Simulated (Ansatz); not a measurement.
**Alloy of GaAs and GaSb (20 of 32 As sites exchanged), 64 atoms**

Wanted: the relaxed alloy cell and its gap (PBEsol).

Program: Ansatz 0.2.0, PAW, plane waves. These are calculated values, not measurements.

## 1. The starting cell

64 atoms (32 Ga, 20 Sb, 12 As); a = 11.882 Å, b = 11.882 Å, c = 11.882 Å, α = 90.00°, β = 90.00°, γ = 90.00°. All atoms were shaken off their sites by about 0.02 Å along each axis; atoms next to an added one may be pushed further to make room.

Steps to follow: (2) PBEsol cell relaxation at the single k point (¼, ¼, ¼), on 1 × NVIDIA H100 80GB HBM3 with 4 threads of AMD EPYC 7R13.

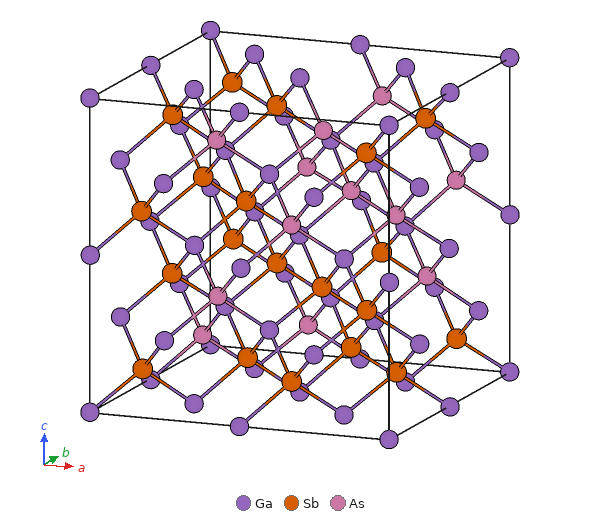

Start, viewed slightly off an axis; gallium purple, antimony orange, arsenic pink. Atoms on faces are repeated.

## 2. PBEsol relaxation of the cell and the positions

in.yaml reads:

```yaml
crystal:
  lattice:
    - [11.882208, 0.000000, 0.000000]
    - [0.000000, 11.882208, 0.000000]
    - [0.000000, 0.000000, 11.882208]
  atoms:
    - { symbol: Ga, position: [0.000566, 0.999771, 0.001721] }
    - { symbol: Ga, position: [0.000384, 0.003232, 0.500939] }
    - { symbol: Ga, position: [0.002791, 0.499595, 0.998341] }
    - { symbol: Ga, position: [0.998640, 0.502416, 0.501347] }
    - { symbol: Ga, position: [0.500466, 0.999730, 0.999874] }
    - { symbol: Ga, position: [0.504360, 0.002042, 0.503365] }
    - { symbol: Ga, position: [0.499703, 0.502448, 0.001232] }
    - { symbol: Ga, position: [0.498435, 0.503451, 0.500492] }
    - { symbol: Ga, position: [0.248603, 0.248552, 0.996964] }
    - { symbol: Ga, position: [0.249111, 0.250771, 0.500515] }
    - { symbol: Ga, position: [0.248006, 0.751071, 0.000698] }
    - { symbol: Ga, position: [0.249897, 0.749409, 0.500312] }
    - { symbol: Ga, position: [0.748482, 0.251423, 0.004064] }
    - { symbol: Ga, position: [0.750112, 0.249157, 0.500956] }
    - { symbol: Ga, position: [0.750719, 0.755030, 0.000971] }
    - { symbol: Ga, position: [0.751117, 0.751478, 0.497566] }
    - { symbol: Ga, position: [0.249780, 0.999267, 0.251313] }
    - { symbol: Ga, position: [0.247261, 0.998119, 0.751202] }
    - { symbol: Ga, position: [0.249642, 0.502631, 0.252824] }
    - { symbol: Ga, position: [0.251719, 0.500590, 0.749493] }
    - { symbol: Ga, position: [0.748973, 0.000772, 0.249253] }
    - { symbol: Ga, position: [0.749094, 0.001265, 0.750493] }
    - { symbol: Ga, position: [0.750114, 0.501419, 0.250615] }
    - { symbol: Ga, position: [0.748680, 0.500070, 0.752149] }
    - { symbol: Ga, position: [0.001788, 0.250706, 0.251427] }
    - { symbol: Ga, position: [0.999893, 0.252443, 0.750149] }
    - { symbol: Ga, position: [0.997999, 0.748688, 0.250371] }
    - { symbol: Ga, position: [0.997871, 0.751116, 0.753295] }
    - { symbol: Ga, position: [0.498676, 0.251990, 0.252487] }
    - { symbol: Ga, position: [0.500182, 0.249808, 0.748969] }
    - { symbol: Ga, position: [0.502441, 0.750834, 0.248375] }
    - { symbol: Ga, position: [0.503416, 0.750556, 0.749973] }
    - { symbol: Sb, position: [0.126680, 0.124533, 0.123765] }
    - { symbol: Sb, position: [0.123097, 0.124320, 0.625502] }
    - { symbol: Sb, position: [0.126677, 0.627195, 0.626988] }
    - { symbol: Sb, position: [0.625132, 0.123383, 0.127471] }
    - { symbol: Sb, position: [0.621539, 0.625152, 0.127536] }
    - { symbol: Sb, position: [0.375618, 0.376918, 0.127102] }
    - { symbol: Sb, position: [0.372551, 0.372635, 0.625940] }
    - { symbol: Sb, position: [0.875324, 0.372531, 0.124661] }
    - { symbol: Sb, position: [0.873758, 0.874288, 0.123659] }
    - { symbol: Sb, position: [0.374727, 0.622771, 0.375231] }
    - { symbol: Sb, position: [0.374519, 0.622107, 0.876724] }
    - { symbol: Sb, position: [0.875209, 0.126657, 0.374927] }
    - { symbol: Sb, position: [0.874246, 0.124809, 0.876034] }
    - { symbol: Sb, position: [0.870499, 0.624951, 0.878244] }
    - { symbol: Sb, position: [0.124668, 0.373882, 0.374169] }
    - { symbol: Sb, position: [0.125787, 0.375864, 0.878357] }
    - { symbol: Sb, position: [0.126132, 0.877359, 0.374982] }
    - { symbol: Sb, position: [0.123920, 0.874383, 0.874189] }
    - { symbol: Sb, position: [0.625646, 0.373798, 0.374019] }
    - { symbol: Sb, position: [0.624172, 0.873194, 0.376985] }
    - { symbol: As, position: [0.125245, 0.625276, 0.123982] }
    - { symbol: As, position: [0.623331, 0.126719, 0.624393] }
    - { symbol: As, position: [0.621846, 0.625351, 0.626287] }
    - { symbol: As, position: [0.377415, 0.875436, 0.124105] }
    - { symbol: As, position: [0.373370, 0.873959, 0.626162] }
    - { symbol: As, position: [0.873517, 0.373548, 0.624428] }
    - { symbol: As, position: [0.872709, 0.873403, 0.627865] }
    - { symbol: As, position: [0.377216, 0.126308, 0.376600] }
    - { symbol: As, position: [0.373133, 0.126488, 0.872872] }
    - { symbol: As, position: [0.874989, 0.625551, 0.376444] }
    - { symbol: As, position: [0.628693, 0.376943, 0.871945] }
    - { symbol: As, position: [0.624483, 0.875884, 0.874118] }
  symmetry: { detect: false }
kpoints:
  mp_grid: { grid: [1, 1, 1], shift: [0.25, 0.25, 0.25] }
hamiltonian:
  xc: pbesol
scf:
  occupations: { method: fermi_dirac, width: 0.01 }
relax:
  f_tol: 0.03
  max_steps: 80
  escape_saddle: false
  adjacent_minimum: "off"
  cell: { fix: [shape] }
output:
  forces: true
  eigenvalues: true
  populations: true
```

Launch:

```console
> ansatz run in.yaml --threads 4 --pin off --max-ram 61750MiB --runs-dir r --events-out ev --progress --plain --backend cuda --devices 0, --max-vram 37GiB
```

Standard output:

```text
Pseudopotentials: kind: paw
Functional definition: PBEsol
  exchange = pbesol_x
  correlation = pbesol_c
Crystal: 64 atoms, lattice volume = 1677.612 Å³
Basis set: ecut = 420 eV, 32795 PW (Γ), exchange–correlation on 160×160×160 points (8 copies of the dense FFT grid, shifted against one another)
Bands: 538, of which v1, the nominal top of the filled ones, is band 448 counted from 1 (447 counted from 0)
Symmetry: 1 space group operations
k-points: 1
Non-local potential: Ga, projectors of the file, l = 0: 2, l = 1: 2, l = 2: 3, l = 3: 1
Non-local potential: Sb, projectors of the file, l = 0: 2, l = 1: 2, l = 2: 2, l = 3: 2
Non-local potential: As, projectors of the file, l = 0: 2, l = 1: 2, l = 2: 3, l = 3: 1
PAW form: soft (Blöchl's): semilocal exchange-correlation on the pseudo side does not see the compensation charge
PAW frozen core: Ga, regenerated for the run's functional, and the local potential with it (the file was generated under x = pbe(κ = 0.804, μ = 0.2195149727645171), c = pbe(β = 0.06672455060314922))
PAW frozen core: Sb, regenerated for the run's functional, and the local potential with it (the file was generated under x = pbe(κ = 0.804, μ = 0.2195149727645171), c = pbe(β = 0.06672455060314922))
PAW frozen core: As, regenerated for the run's functional, and the local potential with it (the file was generated under x = pbe(κ = 0.804, μ = 0.2195149727645171), c = pbe(β = 0.06672455060314922))
PAW one-centre angular grid: Ga, 590 points (default); XC on 64 Gauss nodes
PAW one-centre angular grid: Sb, 590 points (default); XC on 64 Gauss nodes
PAW one-centre angular grid: As, 590 points (default); XC on 64 Gauss nodes
Initial density: superposition of atomic densities (neutral atoms: chi_scale 0, normalization atom), corrected by the library's trained network
Initial wavefunctions: pseudopotential atomic-orbital guess
Functional: x = pbesol(κ = 0.804, μ = 0.12345679012345678), c = pbesol(β = 0.046)
SCF iter   1: F=—  HF=-305709.035978 eV  |F-HF|=—  |Δ(HF+E_count)|=         —  Δρ=3.79e-3  dr2=3.37e-1  ethr=1.77e-3  ⟨swp⟩=6.0  Hψ=1949  notcnv=0  defer=1
preconditioner: auto → Resta (q_TF=auto, 2.458 Å⁻¹)  ε∞=3.5  [insulator: Δε(μ)=0.821 eV  Ē_g=13.875 eV  σ=0.010 eV  W_gap=1.00  n_scr=436 (ndim 8)  ℏωp=21.8 eV  f_vac=0.089  D(μ)=0.00/eV (n_scr^D=0)  ε∞_Penn≈3.5]
SCF iter   2: F=—  HF=-305708.904946 eV  |F-HF|=—  |Δ(HF+E_count)|=   1.31e-1  Δρ=1.95e-3  dr2=7.77e-2  ethr=3.76e-5  ⟨swp⟩=2.0  Hψ=896  notcnv=0  defer=85
SCF iter   3: F=—  HF=-305708.899839 eV  |F-HF|=—  |Δ(HF+E_count)|=   5.11e-3  Δρ=5.98e-4  dr2=1.40e-2  ethr=8.67e-6  ⟨swp⟩=3.0  Hψ=848  notcnv=0  defer=85
SCF iter   4: F=—  HF=-305708.902826 eV  |F-HF|=—  |Δ(HF+E_count)|=   2.99e-3  Δρ=2.20e-4  dr2=2.04e-3  ethr=1.56e-6  ⟨swp⟩=2.0  Hψ=904  notcnv=0  defer=85
SCF iter   5: F=—  HF=-305708.898175 eV  |F-HF|=—  |Δ(HF+E_count)|=   4.65e-3  Δρ=1.05e-4  dr2=3.54e-4  ethr=2.28e-7  ⟨swp⟩=2.0  Hψ=882  notcnv=0  defer=85
SCF iter   6: F=—  HF=-305708.898332 eV  |F-HF|=—  |Δ(HF+E_count)|=   1.57e-4  Δρ=4.25e-5  dr2=3.42e-5  ethr=3.96e-8  ⟨swp⟩=2.0  Hψ=901  notcnv=0  defer=85
SCF iter   7: F=—  HF=-305708.902578 eV  |F-HF|=—  |Δ(HF+E_count)|=   4.25e-3  Δρ=1.82e-5  dr2=6.06e-6  ethr=3.81e-9  ⟨swp⟩=2.0  Hψ=986  notcnv=0  defer=85
SCF iter   8: F=—  HF=-305708.902578 eV  |F-HF|=—  |Δ(HF+E_count)|=   4.60e-7  Δρ=4.99e-6  dr2=4.34e-7  ethr=6.77e-10  ⟨swp⟩=2.0  Hψ=741  notcnv=0  defer=85
SCF iter   9: F=—  HF=-305708.902579 eV  |F-HF|=—  |Δ(HF+E_count)|=   8.46e-7  Δρ=2.77e-6  dr2=1.11e-7  ethr=1.12e-11  ⟨swp⟩=12.0  Hψ=3199  notcnv=0
SCF iter  10: F=-305708.902579 eV  HF=-305708.902579 eV  |F-HF|=1.20e-8  |Δ(HF+E_count)|=   4.53e-8  Δρ=8.42e-7  dr2=1.47e-8  ethr=1.12e-11  ⟨swp⟩=4.0  Hψ=1884  notcnv=0
SCF 1 converged in 10 iterations: F = -305708.902579 eV  dr2 = 1.47e-8
relax step   1: F+E_penalty+E_count = -305708.90257883 eV  Δ(F+E_penalty+E_count) = +0.000e0 eV  max|allowed force component| = 1.483e0 eV/Å  Δτ_max = 0.0000 Å  P = +0.665 GPa  Ω = 1677.612 Å³  fix = [alpha, beta, gamma, b/a, c/a]  reactions: b/a +0.020, c/a -0.009 GPa; alpha +0.629, beta +0.374, gamma +0.703 GPa/rad  (10 SCF iters, dr2 threshold 1.00e-7 eV, accepted)
[... 14 lines left out ...]
relax step   2: F+E_penalty+E_count = -305711.55239672 eV  Δ(F+E_penalty+E_count) = -2.650e0 eV  max|allowed force component| = 2.494e-1 eV/Å  Δτ_max = 0.1997 Å  P = -0.527 GPa  Ω = 1693.458 Å³  energy of the carried Pulay correction = -3.250e-3 eV  fix = [alpha, beta, gamma, b/a, c/a]  reactions: b/a -0.014, c/a -0.009 GPa; alpha +0.738, beta +0.809, gamma +0.697 GPa/rad  (8 SCF iters, dr2 thresh [...]
[... 10 lines left out ...]
relax step   3: F+E_penalty+E_count = -305711.64162886 eV  Δ(F+E_penalty+E_count) = -8.923e-2 eV  max|allowed force component| = 2.524e-2 eV/Å  Δτ_max = 0.0315 Å  P = -0.042 GPa  Ω = 1678.498 Å³  energy of the carried Pulay correction = -1.826e-4 eV  fix = [alpha, beta, gamma, b/a, c/a]  reactions: b/a -0.015, c/a -0.014 GPa; alpha +0.747, beta +0.747, gamma +0.749 GPa/rad  (6 SCF iters, dr2 thres [...]
[... 10 lines left out ...]
relax step   4: F+E_penalty+E_count = -305711.64162793 eV  Δ(F+E_penalty+E_count) = +9.296e-7 eV  max|allowed force component| = 2.522e-2 eV/Å  Δτ_max = 0.0000 Å  P = -0.042 GPa  Ω = 1678.498 Å³  fix = [alpha, beta, gamma, b/a, c/a]  reactions: b/a -0.015, c/a -0.014 GPa; alpha +0.747, beta +0.747, gamma +0.749 GPa/rad  stress off target by 4.24e-2 GPa on what of the cell is left free  SCF on the [...]
SCF converged after 6 iterations
Free energy (F): -305711.641628 eV
Harris-Foulkes:  -305711.641628 eV  (|F-HF|=5.24e-10)
Internal energy: -305711.641628 eV  (E = F + TS)
E sigma→0 (E₀):  -305711.641628 eV
Fermi energy:    7.999485 eV
--- Per-component energies (eV) ---
  E_band       = -9071.815965
  E_kinetic    = 9103.436645
  E_local      = -126130.663297  (includes V_loc(G=0)·N_el)
  E_nonlocal   = 12898.424254
  E_hartree    = 60046.475025
  E_xc         = -5882.057327
  E_vxc        = -4737.740034  (∫ρ·V_xc dr)
  E_paw        = -173907.764853  (= ΣΔE_a)
  E_vpaw       = -20298.222241  (= ΣTr[D̂ρ^β])
  E_aug_tail   = -0.003624  (compensation charges beyond the density's cutoff)
  E_ewald      = -81885.338026
  E_core_change = 45.849575  (= ΣΔE_core)
  E_smearing   = -0.000000  (= −TS)
  E_closure    = 0.000000  (closes the sum)
  Σ components = -305711.641628   (vs F -305711.641628, Δ=0.00e0)
--- Forces (eV/Å), atoms counted from 1 ---
  atom   1  Ga    -0.00251279     0.00828414    -0.00649437
  atom   2  Ga    -0.01763623    -0.00613794     0.01434027
[... 4 atoms left out ...]
  atom   7  Ga     0.01196337    -0.01790077    -0.02070078
[... 1 atom left out ...]
  atom   9  Ga     0.01670911    -0.01912364    -0.00982854
[... 2 atoms left out ...]
  atom  12  Ga     0.02458172     0.01644598     0.00210344
[... 6 atoms left out ...]
  atom  19  Ga    -0.02024536     0.00652942    -0.01243126
[... 11 atoms left out ...]
  atom  31  Ga    -0.02522286     0.01286568    -0.01331857
[... 3 atoms left out ...]
  atom  35  Sb    -0.02006072    -0.00605868    -0.01343619
[... 10 atoms left out ...]
  atom  46  Sb     0.01746111    -0.00854038     0.01487402
[... 18 atoms left out ...]
  max |Σ_I F_I| component: 1.66e-6 eV/Å
--- Stress (GPa, compression-positive) ---
       -0.013172      -0.748834      -0.747277
       -0.748834      -0.057419      -0.747388
       -0.747277      -0.747388      -0.056609
  P = ⅓ Tr σ = -0.0424 GPa (-0.424 kbar)
--- Band table (eV) ---
  k-point 0: bands = [... 436 lower levels ..., "6.5731", "6.6030", "6.6375", "6.6809", "6.7101", "6.8376", "6.9105", "7.0079", "7.0888", "7.1461", "7.5783", "7.6383", "8.3606", "8.8128", "8.9853", "9.0167", "9.0456", "9.1966", "9.2828", "9.3299", "9.3464", "9.3947", "9.4707", "9.5319", ... 78 higher levels ...]
--- Relaxed structure (3 steps of the walk, 3 accepted, 1 SCFs on fresh bases) ---
  F+E_penalty+E_count = -305711.64162793 eV   max|allowed force component| = 2.522e-2 eV/Å   (the final SCF, on the basis selected at the relaxed cell)
  cell:  # Å, volume = 1678.4982 Å³
    - [11.884300649340746, 2.194342802930312e-145, 1.4970357124104531e-143]
    - [2.194342802930312e-145, 11.884300649340746, 1.5498449882793614e-143]
    - [1.4970357124104531e-143, 1.5498449882793614e-143, 11.884300649340746]
  atoms:
    - { symbol: Ga, position: [-3.5282128601524393e-5, 1.001665172816136, -0.00045331554599281425] }
    - { symbol: Ga, position: [-0.007142960446355286, -0.008348741561760242, 0.5075961191301073] }
[... 62 atoms left out ...]
--- Löwdin populations: 64 sites ---
  site symbol       q [e]
     0     Ga     13.3215
     1     Ga     13.2219
[... 62 atoms left out ...]
  spilling = 0.001427 (of n_electrons = 896.000000)
```

Wall time 19 s (1 × NVIDIA H100 80GB HBM3 with 4 threads of AMD EPYC 7R13, shared host); peak host memory 1.6 GiB.

Step by step (solves on a freshly chosen basis count as rows, and their energies jump a little):

```tsv
accepted step	energy change (eV)	largest force component (eV/Å)	SCF cycles	pressure (GPa)
1	0.000	1.483	10	0.66
2	-2.650	0.249	8	-0.53
3	-2.739	0.025	6	-0.04
4	-2.739	0.025	6	-0.04
```

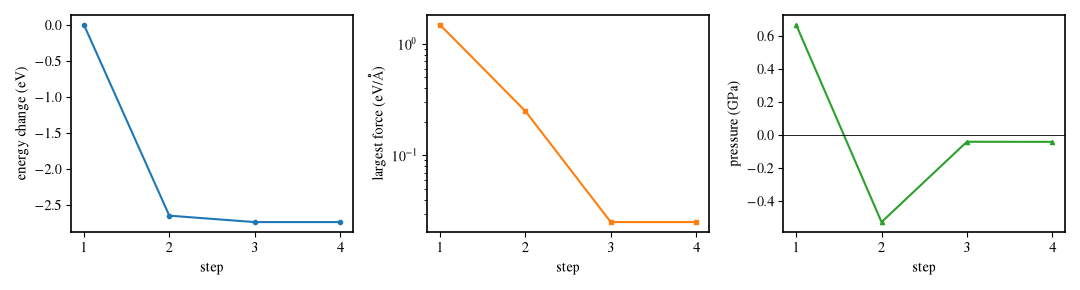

Energy, largest force component and pressure along the relaxation.

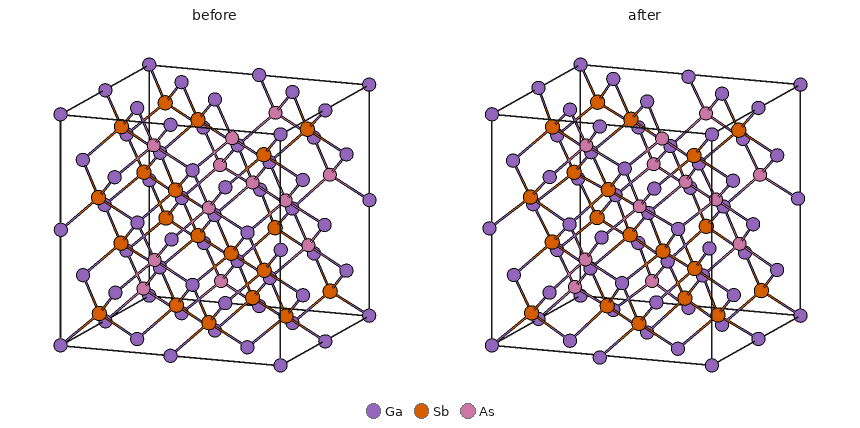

The cell before and after the relaxation.

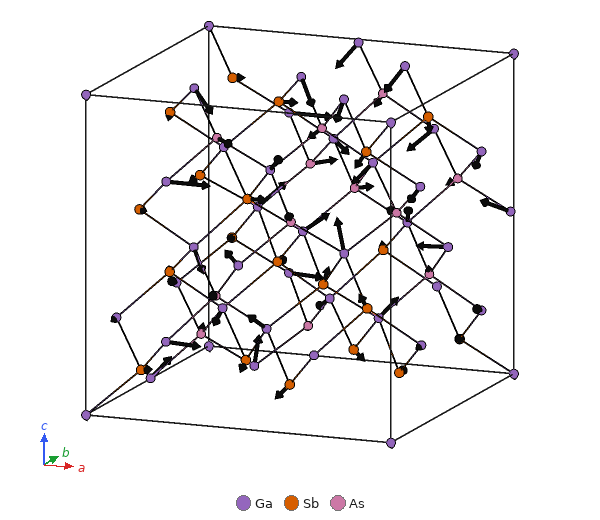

The relaxed cell; black arrows show the larger shifts of the atoms, drawn 9 times longer.

|  | before | after | change |
| --- | --- | --- | --- |
| a (Å) | 11.882 | 11.884 | +0.02 % |
| b (Å) | 11.882 | 11.884 | +0.02 % |
| c (Å) | 11.882 | 11.884 | +0.02 % |
| volume (Å³/atom) | 26.213 | 26.227 | +0.05 % |

Bond lengths by pair after relaxation (within a distance cut, which drops stretched bonds):

```tsv
pair	count	mean (Å)	spread (Å)	least	most
As–Ga	48	2.485	0.014	2.457	2.515
Ga–Sb	80	2.630	0.016	2.588	2.668
```

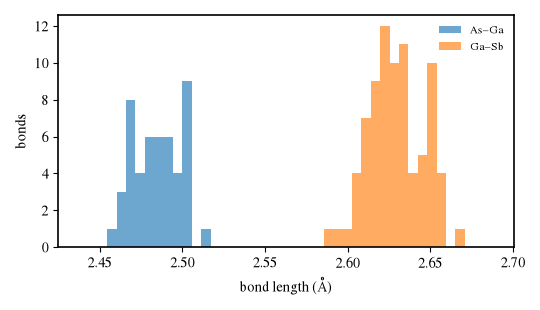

Spread of the bond lengths.

Spacing of the frontier levels at the single k point (¼, ¼, ¼): 0.72 eV (7.638 to 8.361 eV). This point lies off Γ, so the spacing can exceed the gap by much.

## 3. Summary of results

```
             level        time  top filled to lowest empty (eV)
PBEsol, relaxation  19 s (GPU)                             0.72
```

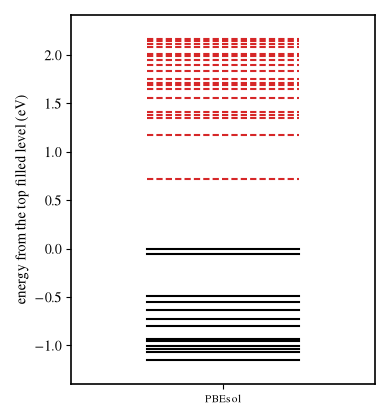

Levels near the gap by PBEsol: filled black, empty red and dashed.

| quantity | value |
| --- | --- |
| relaxation | 4 recorded steps, 2.74 eV gained |
| largest shift | 0.20 Å (Ga18) |
| relaxed cell | a = 11.884 Å, b = 11.884 Å, c = 11.884 Å, α = 90.00°, β = 90.00°, γ = 90.00° |
| mean bonds | As–Ga 2.485, Ga–Sb 2.630 Å |

**Reading.** The relaxation lowers the energy by 2.74 eV; the largest shift is 0.20 Å (Ga18), while the volume changes by +0.1 %. Part of this undoes the random shake of the start. The mean lengths of the listed bonds run from As–Ga 2.48 Å to Ga–Sb 2.63 Å. No spin–orbit coupling is included; with elements this heavy it would shift the edges. With one k point the spacing samples only the states that fold onto it, so it can exceed the gap over the zone.
